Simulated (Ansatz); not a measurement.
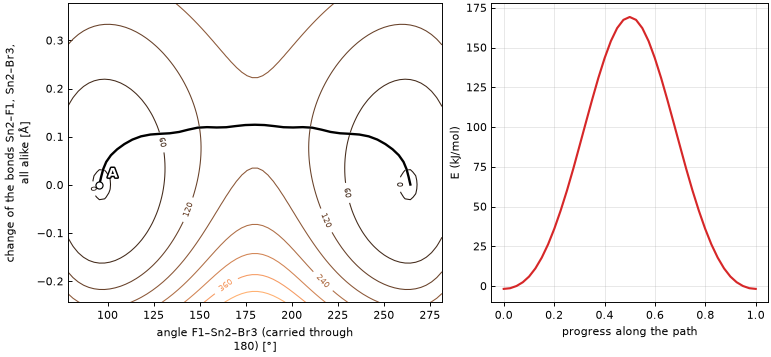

BrFSn, SMILES [F][Sn][Br]. The first coordinate is: angle F1–Sn2–Br3 (carried through 180); the second: change of the bonds Sn2–F1, Sn2–Br3, all alike. Nothing is relaxed (all other coordinates rigid). Grid: 15 × 15 points; 120 points were computed and 105 follow by symmetry. Points are written as (first, second). Energies are in kJ/mol, from the lowest grid point. Method: RHF/def2-TZVP in Ansatz 0.2.0.

In the figure: contour lines labelled in kJ/mol (none above 480), a line along the lowest path, the energy along the path at the right, the start A. Between grid points the surface is interpolated.

Question: Describe the path and its barrier.

Answer: The easiest path leads from the well at about (96°, 0.00 Å) to a well of about the same depth at about (264°, 0.00 Å). Its highest point lies about 171 kJ/mol above the bottom of the first well on the interpolated surface, at about (180°, 0.13 Å). The start is the relaxed structure and all else is held, so a fully relaxed path at this level can only be lower.
